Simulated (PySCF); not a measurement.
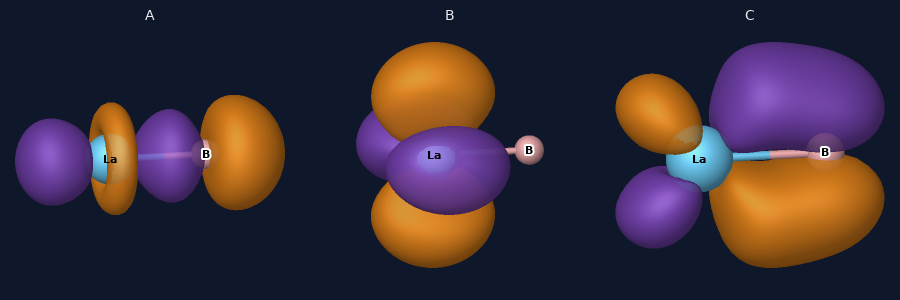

*LaB (quintet). Three frontier α-spin orbitals, each drawn at the value that holds 80 % of its norm (orange and purple are the two phases), in no order; of a degenerate pair one member is drawn.*

Level of theory: PySCF, PBE0/x2c-SVPall, spin-free X2C-1e, Gaussian nucleus, at a bond length of 2.340 Å.

> Name the orbitals and rank them from lowest to highest energy.

Orbital C: π, occupied in this spin, −5.16 eV; bonding, with no node between the atoms.
Orbital A: σ, occupied in this spin, −4.96 eV; shared between the atoms (La 40 %, B 60 %).
Orbital B: δ, empty in this spin, −2.05 eV; almost wholly on La.
